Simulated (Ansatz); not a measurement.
# Nudged elastic band of CH8FW (part 1 of 2)

The run: nudged elastic band of CH8FW, multiplicity 2. Method and program: UKS PBE/def2-SVP (Ansatz 0.2.0).

It belongs to a series of runs on one base structure; here: band between the two ends.

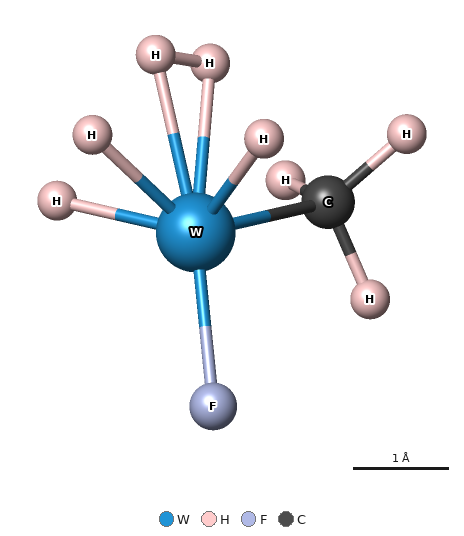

Figure 1. The input geometry (ball-and-stick view, seen at a tilt). Sticks mark near contacts.

Input file:
```yaml
crystal:
  periodic: [false, false, false]
  atoms:
    - { symbol: W, position_ang: [0.539874, 0.002309, 0.656947] }
    - { symbol: H, position_ang: [-1.308766, 0.006313, 1.240914] }
    - { symbol: F, position_ang: [2.419603, 0.008263, 0.56871] }
    - { symbol: H, position_ang: [-0.123138, 1.512443, 0.237362] }
    - { symbol: H, position_ang: [-1.366795, -0.004944, 0.400525] }
    - { symbol: H, position_ang: [-0.117489, -1.512612, 0.246018] }
    - { symbol: H, position_ang: [-0.456297, -0.000297, -0.743747] }
    - { symbol: C, position_ang: [0.128666, -0.003103, 2.769006] }
    - { symbol: H, position_ang: [-0.429457, -0.871522, 3.176788] }
    - { symbol: H, position_ang: [1.1748, -0.060338, 3.154146] }
    - { symbol: H, position_ang: [-0.330902, 0.923386, 3.174833] }
magnetization:
  spin_polarized: true
  initial_magnetization: 1
basis:
  gaussian: { orbitals: def2-SVP }
hamiltonian:
  xc: pbe
neb:
  order_check: false
  images: 7
  f_tol: 0.03
  max_iterations: 60
  final_atoms:
    - { symbol: W, position_ang: [0.36000498, 0.00017147, -0.41661003] }
    - { symbol: H, position_ang: [-0.90148269, 0.00102227, 2.81658498] }
    - { symbol: F, position_ang: [1.87991112, 0.00080655, 0.64602892] }
    - { symbol: H, position_ang: [-0.32451882, 1.48674806, -0.88597471] }
    - { symbol: H, position_ang: [-1.18689138, 0.02491345, 0.29090085] }
    - { symbol: H, position_ang: [-0.34307238, -1.48812601, -0.85386062] }
    - { symbol: H, position_ang: [0.56266269, -0.01214402, -2.10787357] }
    - { symbol: C, position_ang: [-0.16244228, -0.00259218, 3.6411554] }
    - { symbol: H, position_ang: [-0.327479, -0.89389904, 4.27468168] }
    - { symbol: H, position_ang: [0.86316403, -0.02959909, 3.22762233] }
    - { symbol: H, position_ang: [-0.28975726, 0.91259654, 4.24884677] }
  initial_path:
    images:
      - { positions_ang: [[0.539874, 0.002309, 0.656947], [-1.308766, 0.006313, 1.240914], [2.419603, 0.008263, 0.56871], [-0.123138, 1.512443, 0.237362], [-1.366795, -0.004944, 0.400525], [-0.117489, -1.512612, 0.246018], [-0.456297, -0.000297, -0.743747], [0.128666, -0.003103, 2.769006], [-0.429457, -0.871522, 3.176788], [1.1748, -0.060338, 3.154146], [-0.330902, 0.923386, 3.174833]] }
      - { positions_ang: [[0.40622881, 0.00185878, 0.49270134], [-0.98217816, 0.00467455, 1.42317278], [2.27852196, 0.00655889, 0.42833327], [-0.09124895, 1.5644592, 0.17817521], [-1.45376959, -0.00379909, 0.29870233], [-0.08657468, -1.56433188, 0.18434197], [-0.33921701, 6.776e-05, -0.98781584], [0.09451664, -0.00252146, 2.92173906], [-0.46564993, -0.87406757, 3.31956362], [1.14005898, -0.05770037, 3.30423609], [-0.37058909, 0.92469918, 3.31835216]] }
      - { positions_ang: [[0.27258362, 0.00140857, 0.32845568], [-0.65559031, 0.0030361, 1.60543157], [2.13744092, 0.00485478, 0.28795654], [-0.05935989, 1.6164754, 0.11898842], [-1.54074418, -0.00265417, 0.19687965], [-0.05566036, -1.61605176, 0.12266594], [-0.22213702, 0.00043252, -1.23188467], [0.06036728, -0.00193992, 3.07447212], [-0.50184286, -0.87661313, 3.46233924], [1.10531797, -0.05506275, 3.45432619], [-0.41027618, 0.92601237, 3.46187132]] }
      - { positions_ang: [[0.13893844, 0.00095835, 0.16421002], [-0.32900247, 0.00139765, 1.78769035], [1.99635989, 0.00315067, 0.14757981], [-0.02747084, 1.66849159, 0.05980163], [-1.62771877, -0.00150926, 0.09505698], [-0.02474604, -1.66777164, 0.06098991], [-0.10505702, 0.00079727, -1.47595351], [0.02621792, -0.00135838, 3.22720518], [-0.53803579, -0.8791587, 3.60511486], [1.07057695, -0.05242512, 3.60441628], [-0.44996326, 0.92732555, 3.60539048]] }
      - { positions_ang: [[0.00529325, 0.00050814, -3.564e-05], [-0.00241463, -0.0002408, 1.96994914], [1.85527885, 0.00144656, 0.00720308], [0.00441822, 1.72050779, 0.00061483], [-1.71469336, -0.00036434, -0.00676569], [0.00616828, -1.71949152, -0.00068611], [0.01202297, 0.00116203, -1.72002235], [-0.00793143, -0.00077684, 3.37993824], [-0.57422872, -0.88170427, 3.74789047], [1.03583593, -0.0497875, 3.75450638], [-0.48965035, 0.92863874, 3.74890964]] }
      - { positions_ang: [[0.09397118, 0.00042397, -0.10417924], [-0.22718164, 7.497e-05, 2.1816081], [1.86143692, 0.00128656, 0.16690954], [-0.07781604, 1.66206786, -0.22103255], [-1.58274287, 0.00595511, 0.06765094], [-0.08114189, -1.66165014, -0.21397974], [0.1496829, -0.00216448, -1.81698516], [-0.04655914, -0.00123067, 3.44524253], [-0.51254129, -0.88475296, 3.87958828], [0.99266796, -0.0447404, 3.62278537], [-0.43967708, 0.92462819, 3.87389393]] }
      - { positions_ang: [[0.18264912, 0.00033981, -0.20832283], [-0.45194866, 0.00039074, 2.39326706], [1.86759498, 0.00112656, 0.326616], [-0.1600503, 1.60362793, -0.44267994], [-1.45079237, 0.01227456, 0.14206758], [-0.16845205, -1.60380876, -0.42727337], [0.28734283, -0.005491, -1.91394796], [-0.08518685, -0.00168451, 3.51054682], [-0.45085386, -0.88780165, 4.01128608], [0.94949998, -0.0396933, 3.49106436], [-0.38970381, 0.92061764, 3.99887821]] }
      - { positions_ang: [[0.27132705, 0.00025564, -0.31246643], [-0.67671568, 0.0007065, 2.60492602], [1.87375305, 0.00096655, 0.48632246], [-0.24228456, 1.54518799, -0.66432732], [-1.31884187, 0.018594, 0.21648421], [-0.25576222, -1.54596739, -0.640567], [0.42500276, -0.00881751, -2.01091077], [-0.12381457, -0.00213835, 3.57585111], [-0.38916643, -0.89085034, 4.14298388], [0.90633201, -0.03464619, 3.35934335], [-0.33973054, 0.91660709, 4.12386249]] }
      - { positions_ang: [[0.36000498, 0.00017147, -0.41661003], [-0.90148269, 0.00102227, 2.81658498], [1.87991112, 0.00080655, 0.64602892], [-0.32451882, 1.48674806, -0.88597471], [-1.18689138, 0.02491345, 0.29090085], [-0.34307238, -1.48812601, -0.85386062], [0.56266269, -0.01214402, -2.10787357], [-0.16244228, -0.00259218, 3.6411554], [-0.327479, -0.89389904, 4.27468168], [0.86316403, -0.02959909, 3.22762233], [-0.28975726, 0.91259654, 4.24884677]] }
```

Run on 4 threads of Arm Neoverse V2, 24 GiB of memory available, shared host.

Launched with:
```bash
ansatz run input.yaml --threads 4 --pin off --max-ram 5120MiB --backend cpu --events-out ev --progress --plain --runs-dir out
```

Output:
```
Engine: ansatz 0.2.0, aarch64-unknown-linux-gnu
Functional definition: PBE
  parameter kappa = 0.804
  parameter beta = 0.06672455060314922
  exchange = pbe_x(kappa = kappa, mu = beta*pi^2/3)
  correlation = pbe_c(beta = beta)
1077 factors; their error is unknown
mean field evaluation 1: about -5694.8335 eV, gradient 4.1e1 eV
mean field evaluation 2: about -5671.6405 eV, gradient 7.6e1 eV
mean field evaluation 4: about -5702.2702 eV, gradient 8.6e0 eV
mean field evaluation 8: about -5702.6033 eV, gradient 1.9e-1 eV
mean field evaluation 16: about -5702.6035 eV, gradient 1.5e-4 eV
mean field -5702.60351056 eV, -209.5668136495 hartree, gradient 1.2e-5 eV, S^2 0.756086; 0 other end points of the search recorded, 0 dependent functions left out
the calculation of the forces begins
reference -5702.60357261 eV, -209.5668159298 hartree; 19, 18 occupied and 81, 82 virtual orbitals, 1077 factors
1077 factors; their error is unknown
mean field evaluation 32: about -5702.6043 eV, gradient 5.0e-3 eV
mean field -5702.60434297 eV, -209.5668442402 hartree, gradient 2.2e-5 eV, S^2 0.757462; 0 other end points of the search recorded, 0 dependent functions left out
[... from here on the field's lines of each further geometry are left out, up to the last ...]
NEB iter   1: max|band force component| = 7.636e0 eV/Å  barrier→ = 4.3328 eV  barrier← = 4.3336 eV  Δτ_max = 0.2000 Å  (1046 SCF iters)
NEB iter   2: max|band force component| = 3.290e0 eV/Å  barrier→ = 2.2006 eV  barrier← = 2.2014 eV  Δτ_max = 0.2000 Å  (296 SCF iters)
NEB iter   3: max|band force component| = 2.041e0 eV/Å  barrier→ = 1.4579 eV  barrier← = 1.4588 eV  Δτ_max = 0.2000 Å  (278 SCF iters)
NEB iter   4: max|band force component| = 1.547e0 eV/Å  barrier→ = 0.9320 eV  barrier← = 0.9328 eV  Δτ_max = 0.1977 Å  (268 SCF iters)
NEB iter   5: max|band force component| = 1.378e0 eV/Å  barrier→ = 0.9963 eV  barrier← = 0.9971 eV  Δτ_max = 0.2000 Å  (261 SCF iters)
NEB iter   6: max|band force component| = 6.616e-1 eV/Å  barrier→ = 0.8071 eV  barrier← = 0.8079 eV  Δτ_max = 0.2000 Å  (248 SCF iters)
NEB iter   7: max|band force component| = 6.484e-1 eV/Å  barrier→ = 0.7316 eV  barrier← = 0.7324 eV  Δτ_max = 0.2000 Å  (245 SCF iters)
NEB iter   8: max|band force component| = 5.584e-1 eV/Å  barrier→ = 0.8024 eV  barrier← = 0.8033 eV  Δτ_max = 0.1981 Å  (253 SCF iters)
NEB iter   9: max|band force component| = 5.856e-1 eV/Å  barrier→ = 0.8558 eV  barrier← = 0.8567 eV  Δτ_max = 0.1034 Å  (255 SCF iters)
NEB iter  10: max|band force component| = 3.090e-1 eV/Å  barrier→ = 0.7889 eV  barrier← = 0.7898 eV  CI = image 3  Δτ_max = 0.0541 Å  (237 SCF iters)
NEB iter  11: max|band force component| = 1.442e-1 eV/Å  barrier→ = 0.7907 eV  barrier← = 0.7916 eV  CI = image 3  Δτ_max = 0.0619 Å  (238 SCF iters)
NEB iter  12: max|band force component| = 8.070e-2 eV/Å  barrier→ = 0.7886 eV  barrier← = 0.7894 eV  CI = image 3  Δτ_max = 0.0199 Å  (225 SCF iters)
NEB iter  13: max|band force component| = 4.972e-2 eV/Å  barrier→ = 0.7874 eV  barrier← = 0.7883 eV  CI = image 3  Δτ_max = 0.0137 Å  (223 SCF iters)
NEB iter  14: max|band force component| = 3.592e-2 eV/Å  barrier→ = 0.7872 eV  barrier← = 0.7880 eV  CI = image 3  Δτ_max = 0.0365 Å  (239 SCF iters)
NEB iter  15: max|band force component| = 5.737e-2 eV/Å  barrier→ = 0.7871 eV  barrier← = 0.7879 eV  CI = image 3  Δτ_max = 0.0105 Å  (241 SCF iters)
NEB iter  16: max|band force component| = 6.033e-2 eV/Å  barrier→ = 0.7870 eV  barrier← = 0.7878 eV  CI = image 3  Δτ_max = 0.0053 Å  (210 SCF iters)
NEB iter  17: max|band force component| = 3.825e-2 eV/Å  barrier→ = 0.7870 eV  barrier← = 0.7878 eV  CI = image 3  Δτ_max = 0.0053 Å  (213 SCF iters)
the calculation of the forces begins
reference -5702.59542837 eV, -209.5665166346 hartree; 19, 18 occupied and 81, 82 virtual orbitals, 1077 factors
1077 factors; their error is unknown
mean field evaluation 1440: about -5701.8165 eV, gradient 1.5e-3 eV
mean field -5701.81654937 eV, -209.5378933592 hartree, gradient 1.1e-5 eV, S^2 0.756390; 2 other end points of the search recorded, 0 dependent functions left out
the calculation of the forces begins
reference -5701.81661202 eV, -209.5378956618 hartree; 19, 18 occupied and 81, 82 virtual orbitals, 1077 factors
NEB iter  18: max|band force component| = 2.471e-2 eV/Å  barrier→ = 0.7870 eV  barrier← = 0.7878 eV  CI = image 3  Δτ_max = 0.0000 Å  (467 SCF iters)
```
